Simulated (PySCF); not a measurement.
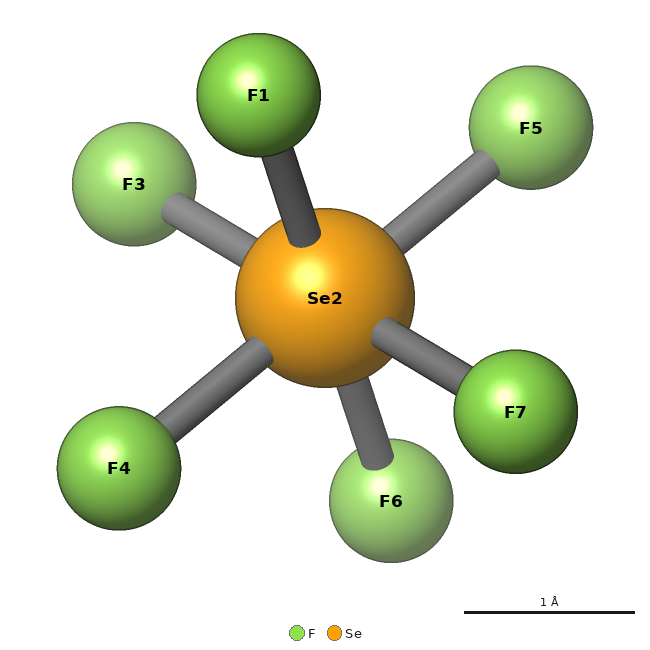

Orthographic view. Distant atoms are faded towards the background colour. Computed geometry: PBE0-D3(BJ)/def2-SVP optimisation. No frequency run is at hand to confirm it as a minimum.

Give the geometry as a Z-matrix, atoms in numerical order, with these reference atoms: 2 to 1; 3 to 2, 1; 4 to 2, 1, 3; 5 to 2, 1, 3; 6 to 2, 3, 1; 7 to 2, 1, 3.

```
F  
Se   1   1.704
F    2   1.704   1    89.9
F    2   1.704   1    89.9   3   -90.0
F    2   1.704   1    90.1   3    90.0
F    2   1.704   3    90.1   1   180.0
F    2   1.704   1    90.1   3   180.0
```
